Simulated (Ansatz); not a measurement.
**CsSrF3 (Pm-3m): a soft mode frozen in**

Aim: this structure of CsSrF3 (Pm-3m) is to be tested for unstable modes, and one is followed downhill.

Calculated with Ansatz 0.2.0; DFT PBEsol, scalar-relativistic, plane waves, PAW; PAW set soft_1.

### Step 1. Starting point

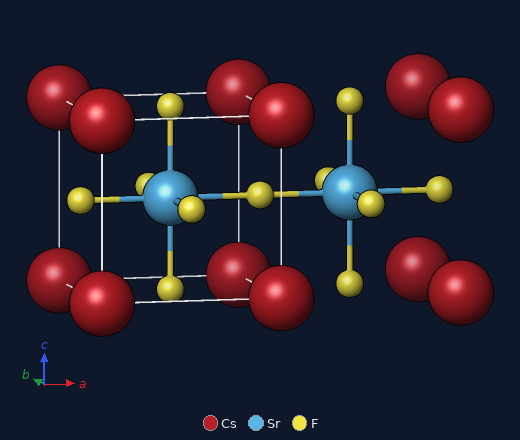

Start, viewed slightly off an axis; caesium red, strontium blue, fluorine yellow. 2×1×1 cells are drawn. Some periodic images of atoms are drawn too.

Structure file:

```cif
data_structure
_symmetry_space_group_name_H-M 'Pm-3m'
_symmetry_Int_Tables_number 221
_cell_length_a 4.7372
_cell_length_b 4.7372
_cell_length_c 4.7372
_cell_angle_alpha 90.000
_cell_angle_beta 90.000
_cell_angle_gamma 90.000
_cell_volume 106.31
loop_
_atom_site_label
_atom_site_type_symbol
_atom_site_symmetry_multiplicity
_atom_site_Wyckoff_symbol
_atom_site_fract_x
_atom_site_fract_y
_atom_site_fract_z
_atom_site_occupancy
Cs1 Cs 1 a 0.00000 0.00000 0.00000 1
Sr1 Sr 1 b 0.50000 0.50000 0.50000 1
F1 F 3 c 0.00000 0.50000 0.50000 1
```

### Step 2. Phonons on a q mesh

The cell comes from relaxations at this level that are not shown. Stability and thermal properties need the whole zone. Linear response on a 2×2×2 q mesh gives force constants as far as a supercell of that size would, and the tensors from the zone-centre run are typed in so that the long-range dipole term is interpolated apart.

input.yaml reads:

```yaml
crystal:
  lattice:
    - [4.7371927409, 0.0, 0.0]
    - [0.0, 4.7371927409, 0.0]
    - [0.0, 0.0, 4.7371927409]
  atoms:
    - { symbol: Cs, position: [0.0, 0.0, 0.0] }
    - { symbol: Sr, position: [0.5, 0.5, 0.5] }
    - { symbol: F, position: [0.0, 0.5, 0.5] }
    - { symbol: F, position: [0.5, 0.0, 0.5] }
    - { symbol: F, position: [0.5, 0.5, 0.0] }
kpoints:
  mp_grid: { grid: [6, 6, 6] }
hamiltonian:
  xc: pbesol
  pseudopotentials: { kind: paw, azcp: { folder: soft_1 }, xc_functional: pbe }
scf:
  occupations: { method: fixed }
output:
  eigenvalues: true
phonons:
  method: dfpt
  qmesh: [2, 2, 2]
  temperatures: { t_max: 1000, t_step: 50 }
  qpath:
    path:
      - [[0.0, 0.0, 0.0], [0.0, 0.5, 0.0], [0.5, 0.5, 0.0], [0.0, 0.0, 0.0], [0.5, 0.5, 0.5], [0.0, 0.5, 0.0]]
      - [[0.5, 0.5, 0.5], [0.5, 0.5, 0.0]]
    npoints: 10
  non_analytic_term:
    high_frequency_dielectric_tensor: [[2.2877, 0.0, 0.0], [0.0, 2.2877, 0.0], [0.0, 0.0, 2.2877]]
    born_effective_charges:
      - { species: Cs, tensor: [[1.3028, 0.0, 0.0], [0.0, 1.3028, 0.0], [0.0, 0.0, 1.3028]] }
      - { species: Sr, tensor: [[2.4582, 0.0, 0.0], [0.0, 2.4582, 0.0], [0.0, 0.0, 2.4582]] }
      - { species: F, tensor: [[-1.7053, 0.0, 0.0], [0.0, -1.0279, 0.0], [0.0, 0.0, -1.0279]] }
      - { species: F, tensor: [[-1.0279, 0.0, 0.0], [0.0, -1.7053, 0.0], [0.0, 0.0, -1.0279]] }
      - { species: F, tensor: [[-1.0279, 0.0, 0.0], [0.0, -1.0279, 0.0], [0.0, 0.0, -1.7053]] }
    source: "zone-centre run at this cell"
```

Launch:

```
ansatz run input.yaml --threads 4 --pin off --max-ram 10240MiB --backend cpu --events-out ev --progress --plain --runs-dir out
```

Numbers of over 12 decimals in the logs are rounded to 6 here.

What it wrote:

```text
Engine: ansatz 0.2.0, aarch64-unknown-linux-gnu
Pseudopotentials: kind: paw
Pseudopotential: Cs, paw, valence charge 9, recommended cutoff 420 eV (normal), soft_1/Cs.paw.azcp
Pseudopotential: Sr, paw, valence charge 10, recommended cutoff 420 eV (normal), soft_1/Sr.paw.azcp
Pseudopotential: F, paw, valence charge 7, recommended cutoff 420 eV (normal), soft_1/F.paw.azcp
Functional definition: PBEsol
  exchange = pbesol_x
  correlation = pbesol_c
Crystal: 5 atoms, lattice volume = 106.307 Å³
Basis set: ecut = 420 eV, 2103 PW (Γ), exchange–correlation on 64×64×64 points (8 copies of the dense FFT grid, shifted against one another)
Bands: 25, of which v1, the nominal top of the filled ones, is band 20 counted from 1 (19 counted from 0)
Symmetry: 48 space group operations
k-points: 20 of 216
Non-local potential: Cs, projectors of the file, l = 0: 3, l = 1: 2, l = 2: 2, l = 3: 2
Non-local potential: Sr, projectors of the file, l = 0: 3, l = 1: 2, l = 2: 2
Non-local potential: F, projectors of the file, l = 0: 2, l = 1: 2, l = 2: 1
PAW form: soft (Blöchl's): semilocal exchange-correlation on the pseudo side does not see the compensation charge
PAW frozen core: Cs, regenerated for the run's functional, and the local potential with it (the file was generated under x = pbe(κ = 0.804, μ = 0.219515), c = pbe(β = 0.066725))
PAW frozen core: Sr, regenerated for the run's functional, and the local potential with it (the file was generated under x = pbe(κ = 0.804, μ = 0.219515), c = pbe(β = 0.066725))
PAW frozen core: F, regenerated for the run's functional, and the local potential with it (the file was generated under x = pbe(κ = 0.804, μ = 0.219515), c = pbe(β = 0.066725))
PAW one-centre angular grid: Cs, 194 points (default); XC on 64 Gauss nodes
PAW one-centre angular grid: Sr, 110 points (default); XC on 64 Gauss nodes
PAW one-centre angular grid: F, 110 points (default); XC on 64 Gauss nodes
Initial density: superposition of atomic densities (chi_scale 0.1, normalization cell, long waves kept (reshape's long-wave potential 0.00 eV rms))
Initial wavefunctions: pseudopotential atomic-orbital guess
Functional: x = pbesol(κ = 0.804, μ = 0.123457), c = pbesol(β = 0.046)
SCF iter   1: F=—  HF=-11494.366687 eV  |F-HF|=—  |Δ(HF+E_count)|=         —  Δρ=1.66e-1  dr2=2.49e1  ethr=3.10e-3  ⟨swp⟩=6.4  Hψ=2619  notcnv=0  defer=36
preconditioner: auto → Resta (q_TF=auto, 2.318 Å⁻¹)  ε∞=3.5  [insulator: Δε(μ)=3.185 eV  Ē_g=13.759 eV  n_scr=26 (ndim 8)  ℏωp=21.6 eV  f_vac=0.001  ε∞_Penn≈3.5]
SCF iter   2: F=—  HF=-11489.096681 eV  |F-HF|=—  |Δ(HF+E_count)|=    5.27e0  Δρ=7.55e-2  dr2=3.51e0  ethr=3.10e-3  ⟨swp⟩=4.2  Hψ=1469  notcnv=0  defer=34
SCF iter   3: F=—  HF=-11488.286969 eV  |F-HF|=—  |Δ(HF+E_count)|=   8.10e-1  Δρ=1.88e-2  dr2=4.92e-1  ethr=3.10e-3  ⟨swp⟩=2.2  Hψ=1021  notcnv=0  defer=27
SCF iter   4: F=—  HF=-11488.188364 eV  |F-HF|=—  |Δ(HF+E_count)|=   9.86e-2  Δρ=6.19e-3  dr2=4.00e-2  ethr=1.23e-3  ⟨swp⟩=2.7  Hψ=1060  notcnv=0  defer=50
SCF iter   5: F=—  HF=-11488.188113 eV  |F-HF|=—  |Δ(HF+E_count)|=   2.51e-4  Δρ=1.42e-3  dr2=1.90e-3  ethr=9.99e-5  ⟨swp⟩=3.0  Hψ=883  notcnv=0  defer=53
SCF iter   6: F=—  HF=-11488.188406 eV  |F-HF|=—  |Δ(HF+E_count)|=   2.94e-4  Δρ=3.38e-4  dr2=1.62e-4  ethr=4.74e-6  ⟨swp⟩=2.9  Hψ=882  notcnv=0  defer=55
SCF iter   7: F=—  HF=-11488.188434 eV  |F-HF|=—  |Δ(HF+E_count)|=   2.73e-5  Δρ=1.02e-4  dr2=1.29e-5  ethr=4.05e-7  ⟨swp⟩=2.0  Hψ=774  notcnv=0  defer=54
SCF iter   8: F=—  HF=-11488.188435 eV  |F-HF|=—  |Δ(HF+E_count)|=   1.52e-6  Δρ=1.40e-5  dr2=1.25e-7  ethr=3.21e-8  ⟨swp⟩=2.1  Hψ=796  notcnv=0  defer=51
SCF iter   9: F=—  HF=-11488.188435 eV  |F-HF|=—  |Δ(HF+E_count)|=   2.44e-7  Δρ=2.74e-6  dr2=7.73e-9  ethr=3.12e-10  ⟨swp⟩=2.0  Hψ=831  notcnv=0  defer=45
SCF iter  10: F=—  HF=-11488.188435 eV  |F-HF|=—  |Δ(HF+E_count)|=  6.15e-10  Δρ=2.39e-7  dr2=6.89e-11  ethr=1.93e-11  ⟨swp⟩=2.1  Hψ=779  notcnv=0  defer=45
SCF iter  11: F=-11488.188435 eV  HF=-11488.188435 eV  |F-HF|=3.64e-12  |Δ(HF+E_count)|=  5.82e-11  Δρ=4.80e-8  dr2=2.38e-12  ethr=1.00e-12  ⟨swp⟩=15.9  Hψ=4090  notcnv=0
SCF 1 converged in 11 iterations: F = -11488.188435 eV  dr2 = 2.38e-12
  greatest PAW one-centre occupation: 0.987 electrons in one spin orbital (limit 2), on the Sr atom at site 1 (counted from 0), in its partial waves of l = 0
NSCF: frozen V_eff on 20 k-points
NSCF: frozen V_eff on 64 k-points
DFPT response loops at q = (0, 0, 0) (fractional): preconditioner auto → none (the input reference at scf.mixing.eps_inf says where Resta's filter doesn't serve); β = 0.50; Broyden in place of MSR1
NSCF: frozen V_eff on 128 k-points
DFPT response loops at q = (0, 0, -0.5) (fractional): preconditioner auto → Resta (q_TF=auto, 2.318 Å⁻¹)  ε∞=3.1 (no band partly filled); β = 1.00, the filter's whole step (`scf.mixing.beta` (0.50) is not read by the response loops at its default; to damp them type it under 1.00, their step now; it binds the ground state too); Broyden in place of MSR1
NSCF: frozen V_eff on 128 k-points
DFPT response loops at q = (0, -0.5, -0.5) (fractional): preconditioner auto → none (the input reference at scf.mixing.eps_inf says where Resta's filter doesn't serve); β = 0.50; Broyden in place of MSR1
NSCF: frozen V_eff on 128 k-points
DFPT response loops at q = (-0.5, -0.5, -0.5) (fractional): mixed as the last ones told, above
SCF converged after 11 iterations
Free energy (F): -11488.188435 eV
Harris-Foulkes:  -11488.188435 eV  (|F-HF|=3.64e-12)
Internal energy: -11488.188435 eV  (E = F + TS)
E sigma→0 (E₀):  -11488.188435 eV
Fermi energy:    2.214855 eV
--- Per-component energies (eV) ---
  E_band       = -227.914677
  E_kinetic    = 972.429551
  E_local      = -2934.817982  (includes V_loc(G=0)·N_el)
  E_nonlocal   = 521.006309
  E_hartree    = 1036.256532
  E_xc         = -582.460463
  E_vxc        = -590.438542  (∫ρ·V_xc dr)
  E_paw        = -8211.009494  (= ΣΔE_a)
  E_vpaw       = -268.609173  (= ΣTr[D̂ρ^β])
  E_aug_tail   = 0.002064  (compensation charges beyond the density's cutoff)
  E_ewald      = -2290.000792
  E_core_change = 0.405840  (= ΣΔE_core)
  E_smearing   = -0.000000  (= −TS)
  E_closure    = 0.000000  (closes the sum)
  Σ components = -11488.188435   (vs F -11488.188435, Δ=0.00e0)
--- Band table (eV; the first three rows and the last of 20) ---
  k-point 0: bands = [... 16 lower, 1.9373, 2.2149, 2.2149, 2.2149, 8.5138, 9.9072, 9.9072, 10.8599, ... 1 higher]
  k-point 1: bands = [... 16 lower, 1.8999, 1.9192, 2.2114, 2.2114, 8.8907, 10.0862, 10.2229, 10.9944, ... 1 higher]
  k-point 2: bands = [... 16 lower, 1.8227, 1.8227, 2.2062, 2.2062, 9.6853, 10.4919, 11.0285, 11.3694, ... 1 higher]
  k-point 19: bands = [... 16 lower, 1.5621, 2.1730, 2.1730, 2.1730, 10.6985, 10.6985, 10.6985, 12.7208, ... 1 higher]
--- Phonons (Γ-DFPT): 4 representative perturbations + reference (Σ response iterations 13) ---
  ASR residual: 4.799e-4 → 0.000e0 eV/Å²; symmetrization residual: 3.825e-6 eV/Å²
  ASR residual per site (eV/Å²): 2.88e-5 4.80e-4 4.37e-4 4.37e-4 4.37e-4
  Γ frequencies (cm⁻¹): 0.00 0.00 0.00 22.11 22.11 22.11 53.32 53.32 53.32 119.75 119.75 119.75 345.62 345.62 345.62
--- Phonons (arbitrary-q DFPT): 4 irreducible q on the 2×2×2 mesh ---
  q = [0.0000, 0.0000, 0.0000] (star 1, of the zone-centre solve; hermiticity 1.03e-6, symmetrization 3.13e-13): 0.00 0.00 0.00 22.11 22.11 22.11 53.32 53.32 53.32 119.75 119.75 119.75 345.62 345.62 345.62
  q = [0.0000, 0.0000, -0.5000] (star 3, 9 solved perturbations in 504 linear systems a pass and spin channel, the states on 64 of 216 k-point pairs; hermiticity 4.81e-7, symmetrization 1.29e-7): 25.83 25.83 38.57 38.57 63.01 74.34 86.63 86.63 106.22 106.22 123.59 237.57 345.24 345.24 400.62
  q = [0.0000, -0.5000, -0.5000] (star 3, 9 solved perturbations in 504 linear systems a pass and spin channel, the states on 64 of 216 k-point pairs; hermiticity 4.46e-7, symmetrization 1.22e-7): -61.90 2.27 2.27 31.93 80.78 89.25 89.25 90.86 90.86 183.64 193.80 193.80 344.71 349.46 424.60
  q = [-0.5000, -0.5000, -0.5000] (star 1, 4 solved perturbations in 184 linear systems a pass and spin channel, the states on 64 of 216 k-point pairs; hermiticity 7.23e-8, symmetrization 1.66e-8): -66.36 -66.36 -66.36 27.15 27.15 27.15 150.74 150.74 150.74 184.83 184.83 184.83 349.27 349.27 439.56
  sum rule: each row above includes the acoustic sum rule's correction from the zone centre's row sums; it moved no ω² by more than (2.50 cm⁻¹)²
  mesh force constants: q→R imaginary residual 7.47e-18; ASR residual 4.799e-4 → 0.000e0 eV/Å²; symmetrization residual 3.997e-15 eV/Å²
  interpolated dispersion: 63 rows × 15 modes
  density of states and harmonic sums: on the 14×14×14 q-mesh, interpolated from the force constants of a 2×2×2 supercell (with the dipole–dipole term of supplied tensors)
  largest difference from the sums on the solved wave vectors: F 1.55e-1 eV, S 1.57e-4 and C_V 1.42e-5 eV/K
  zero-point energy: 0.131231 eV/cell   skipped modes (ω ≤ 0): 144, of them read as no rigid motion or as one in doubt: 141 (1.144e0 modes/cell left out, lowest -66.36 cm⁻¹)   left out of the sums: 7.63e-2 of the cell's modes: C_V's classical limit lies that fraction below 3 k_B per atom; for a crystal, a wire or a layer, F and S can be off by more, and a phonons.interpolated_qmesh denser along its periods is the remedy for the sampling
```

The job ended after 91 s (4 threads of Arm Neoverse V1, shared host; peak memory 0.81 GiB).

This step gave:

* gap on the k-mesh: 6.299 eV
* volume per atom: 21.26 Å³
* sum-rule residual before enforcement: 4.80e-4 eV/Å²
* lowest frequency on the path: -66.36 cm⁻¹
* point group: m-3m
* highest frequency on the path or at a solved wavevector: 439.6 cm⁻¹
* highest optical mode at the zone centre (no LO-TO term): 345.6 cm⁻¹
* lowest optical zone-centre mode: 22.11 cm⁻¹
* lowest mode on the q mesh (acoustic modes at Γ apart): -66.36 cm⁻¹

Frequencies (cm⁻¹) solved at each irreducible wavevector; negative means imaginary. Frequencies by wavevector, by row:

```tsv
q in reciprocal lattice units	star	mode 1	mode 2	mode 3	mode 4	mode 13	mode 14	mode 15
0 0 0	1	0	0	0	22.1	345.6	345.6	345.6
0 0 -0.5	3	25.8	25.8	38.6	38.6	345.2	345.2	400.6
0 -0.5 -0.5	3	-61.9	2.3	2.3	31.9	344.7	349.5	424.6
-0.5 -0.5 -0.5	1	-66.4	-66.4	-66.4	27.1	349.3	349.3	439.6
```

Interpolated from a 2×2×2 q mesh, with the LO-TO term (at Γ the limit along the path; where Γ stands inside the path, tables give the limit on arrival). Phonon branches along the path, in cm⁻¹:

```tsv
point	branch 1	branch 2	branch 3	branch 4	branch 12	branch 13	branch 14	branch 15
Γ	0	0	0	22	178	346	346	409
X	26	26	39	39	238	345	345	401
M	-62	2	2	32	194	345	350	425
Γ	0	0	0	22	178	346	346	409
R	-66	-66	-66	27	185	349	349	440
X	26	26	39	39	238	345	345	401
jump to R	-66	-66	-66	27	185	349	349	440
M	-62	2	2	32	194	345	350	425
```

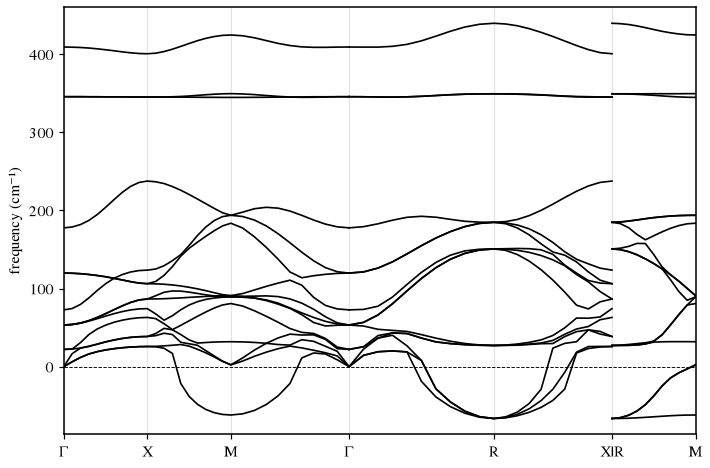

Phonon branches along the path.

Symmetry leaves 4 wavevectors to solve. The lowest mode among them, the acoustic zeros apart, lies at q = (-0.5, -0.5, -0.5) and is imaginary, 66.4i cm⁻¹, so the energy falls along it.

### Step 3. The mode frozen in, largest atomic shift 0 Å

The mode followed lies at q = (-0.5, -0.5, -0.5) with frequency 66.4i cm⁻¹ and is 3-fold degenerate, the softest among the wavevectors solved. At small amplitude the distorted cell has space group no. 74 by a symmetry search on the positions. The undistorted cell that holds it gives the zero of energy on the same k mesh.

System of this step: CsSrF3. The structure is cubic, space group Pm-3m (No. 221). Conventional cell: a = 4.737 Å, b = 4.737 Å, c = 4.737 Å, α = 90.00°, β = 90.00°, γ = 90.00°. Cs has 12 F at 3.35 Å nearest. Sr has 6 F at 2.37 Å nearest. Nearest to F lie 2 Sr at 2.37 Å and 4 Cs at 3.35 Å. Farther neighbours and most contacts between anions are not listed.

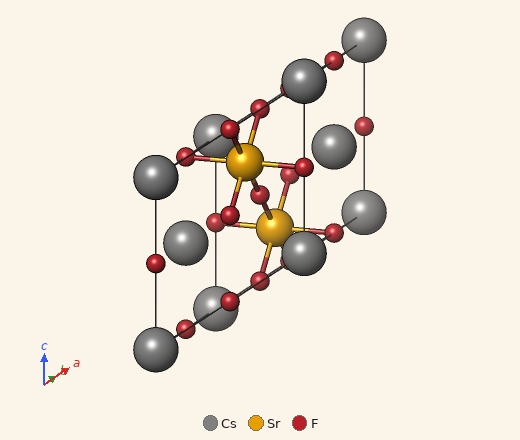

The cell of this step (caesium grey, strontium orange, fluorine red). Some periodic images of atoms are drawn too.

input.yaml reads:

```yaml
crystal:
  lattice:
    - [4.7371927409, 4.7371927409, 0.0]
    - [4.7371927409, 0.0, 4.7371927409]
    - [4.7371927409, 0.0, -4.7371927409]
  atoms:
    - { symbol: Cs, position: [0.0, 0.5, 0.5] }
    - { symbol: Cs, position: [0.0, 0.0, 0.0] }
    - { symbol: Sr, position: [0.5, 0.25, 0.75] }
    - { symbol: Sr, position: [0.5, 0.75, 0.25] }
    - { symbol: F, position: [0.5, 0.0, 0.5] }
    - { symbol: F, position: [0.5, 0.5, 0.0] }
    - { symbol: F, position: [0.0, 0.0, 0.5] }
    - { symbol: F, position: [0.0, 0.5, 0.0] }
    - { symbol: F, position: [0.5, 0.5, 0.5] }
    - { symbol: F, position: [0.5, 0.0, 0.0] }
kpoints:
  mp_grid: { grid: [6, 6, 6] }
hamiltonian:
  xc: pbesol
  pseudopotentials: { kind: paw, azcp: { folder: soft_1 }, xc_functional: pbe }
scf:
  occupations: { method: gaussian, width: 0.02 }
output:
  forces: true
  stress: true
  eigenvalues: true
```

What it wrote:

```text
[...]
Crystal: 10 atoms, lattice volume = 212.615 Å³
Basis set: ecut = 420 eV, 4111 PW (Γ), exchange–correlation on 90×90×90 points (8 copies of the dense FFT grid, shifted against one another)
Bands: 50, of which v1, the nominal top of the filled ones, is band 40 counted from 1 (39 counted from 0)
Symmetry: 96 space group operations
[...]
k-points: 16 of 216
[...]
k-point 0: bands = [... 36 lower, 2.1730, 2.2149, 2.2149, 2.2149, 8.5138, 9.9072, 9.9072, 10.6985, ... 4 higher]
  k-point 1: bands = [... 36 lower, 2.1342, 2.1378, 2.1378, 2.1505, 8.8058, 10.0947, 10.0947, 10.6910, ... 4 higher]
  k-point 2: bands = [... 36 lower, 1.9951, 2.0630, 2.0630, 2.0903, 9.5284, 10.5937, 10.5937, 10.7353, ... 4 higher]
  k-point 15: bands = [... 36 lower, 1.9908, 2.1271, 2.1919, 2.1995, 10.3955, 10.6287, 10.7349, 10.9972, ... 4 higher]
[key lines of the parts left out:]
SCF converged after 9 iterations
Free energy (F): -22976.376834 eV
Fermi energy:    5.364421 eV
P = ⅓ Tr σ = 0.0029 GPa (0.029 kbar)
```

Elapsed: 3.7 s, on 4 threads; peak memory 0.68 GiB; 14 s of CPU time.

This step gave:

* pressure: 0.002931 GPa
* energy from the undistorted cell: 0 meV/atom

At this level the gap is 6.30 eV on the k-mesh of the self-consistent run, which can miss the band edges.

### Step 4. The mode frozen in, largest atomic shift 0.45 Å

The atoms are moved along the unstable eigenvector, the largest shift by 0.45 Å, with the cell fixed.

input.yaml, the sections that differ from step 3:

```yaml
crystal:
  lattice:
    - [4.7371927409, 4.7371927409, 0.0]
    - [4.7371927409, 0.0, 4.7371927409]
    - [4.7371927409, 0.0, -4.7371927409]
  atoms:
    - { symbol: Cs, position: [0.0, 0.5, 0.5] }
    - { symbol: Cs, position: [0.0, 0.0, 0.0] }
    - { symbol: Sr, position: [0.5, 0.25, 0.75] }
    - { symbol: Sr, position: [0.5, 0.75, 0.25] }
    - { symbol: F, position: [0.5, -0.033585086, 0.533585086] }
    - { symbol: F, position: [0.5, 0.533585086, -0.033585086] }
    - { symbol: F, position: [0.0, -0.033585086, 0.533585086] }
    - { symbol: F, position: [0.0, 0.533585086, -0.033585086] }
    - { symbol: F, position: [0.5671701721, 0.4328298279, 0.4328298279] }
    - { symbol: F, position: [0.4328298279, 0.0671701721, 0.0671701721] }
# kpoints, hamiltonian, scf, output: as in step 3
```

What it wrote:

```text
[...]
Crystal: 10 atoms, lattice volume = 212.615 Å³
Basis set: ecut = 420 eV, 4111 PW (Γ), exchange–correlation on 90×90×90 points (8 copies of the dense FFT grid, shifted against one another)
Bands: 50, of which v1, the nominal top of the filled ones, is band 40 counted from 1 (39 counted from 0)
Symmetry: 8 space group operations
[...]
k-points: 46 of 216
[...]
k-point 0: bands = [... 36 lower, 2.0821, 2.0824, 2.1167, 2.1169, 8.5163, 10.0079, 10.2429, 10.6968, ... 4 higher]
  k-point 1: bands = [... 36 lower, 2.0494, 2.0641, 2.0893, 2.1126, 8.8013, 10.1759, 10.4137, 10.7769, ... 4 higher]
  k-point 2: bands = [... 36 lower, 1.9848, 2.0210, 2.0728, 2.1284, 9.5072, 10.5973, 10.8049, 10.8117, ... 4 higher]
  k-point 45: bands = [... 36 lower, 2.0287, 2.0757, 2.1030, 2.1362, 10.4506, 10.6046, 10.8396, 11.0838, ... 4 higher]
[key lines of the parts left out:]
SCF converged after 10 iterations
Free energy (F): -22976.424493 eV
Fermi energy:    5.336734 eV
P = ⅓ Tr σ = -0.5054 GPa (-5.054 kbar)
```

Elapsed: 10 s, on 4 threads; peak memory 0.84 GiB.

Numbers from this step:

- pressure: -0.5054 GPa
- gap on the k-mesh: 6.359 eV
- energy from the undistorted cell: -4.766 meV/atom

The energy, extrapolated to zero smearing, is -4.77 meV/atom against the undistorted cell.

The run ends at a pressure of -0.51 GPa, with forces up to 0.097 eV/Å.

### Step 5. Energy along the mode, all amplitudes (two of the runs are shown above)

An imaginary frequency means negative curvature, so the energy should fall and then rise again as anharmonic terms take over.

This step gave:

| Item | Value |
| --- | --- |
| depth at the lowest point sampled | 4.766 meV/atom |
| largest atomic shift at that point | 0.45 Å |

The energy from the parent by largest atomic shift:

```tsv
largest atomic shift (Å)	energy from the parent (meV/atom)
0.000	0
0.040	-0.098
0.080	-0.386
0.140	-1.13
0.220	-2.53
0.320	-4.32
0.450	-4.77
0.600	2.11
```

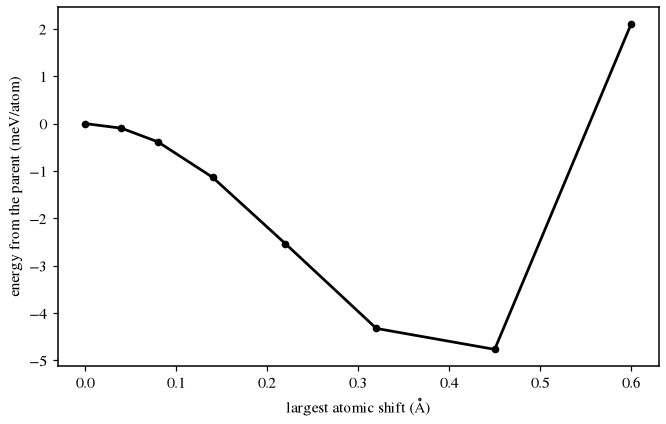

Energy from the parent, plotted against largest atomic shift.

Displacement at unit largest shift by atom:

```tsv
atom	x (Å)	y (Å)	z (Å)	size
Cs1	0.000	0.000	0.000	0.000
Cs2	0.000	0.000	0.000	0.000
Sr3	0.000	0.000	0.000	0.000
Sr4	0.000	0.000	0.000	0.000
F5	0.000	0.000	-0.707	0.707
F6	0.000	0.000	0.707	0.707
F7	0.000	0.000	-0.707	0.707
F8	0.000	0.000	0.707	0.707
F9	-0.707	0.707	0.000	1.000
F10	0.707	-0.707	0.000	1.000
```

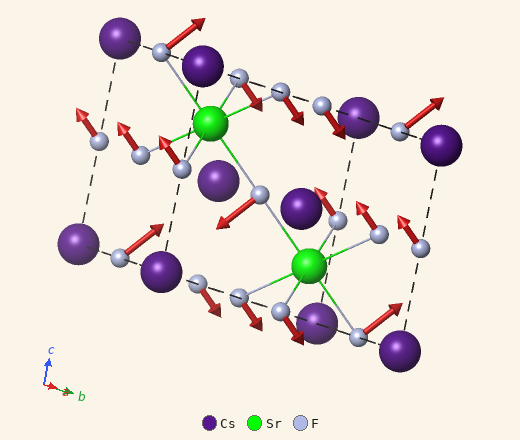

Displacement at unit largest shift as arrows, the longest 1.000 Å. Some periodic images of atoms are drawn too.

The lowest of the steps tried is at 0.45 Å, 4.77 meV/atom below the parent; the bottom of the well need not coincide with a step.

(Continued in part 2 of 3.)

[Logs are printed without paths, hosts, clocks, repeated set-up lines and the standing remarks that a program may print on its own settings, such as how far it seeks lower states.]

[Hosts, paths, dates, database ids (printed as entryN), source tags and the programs' standing remarks are cut or masked in the printed files.]
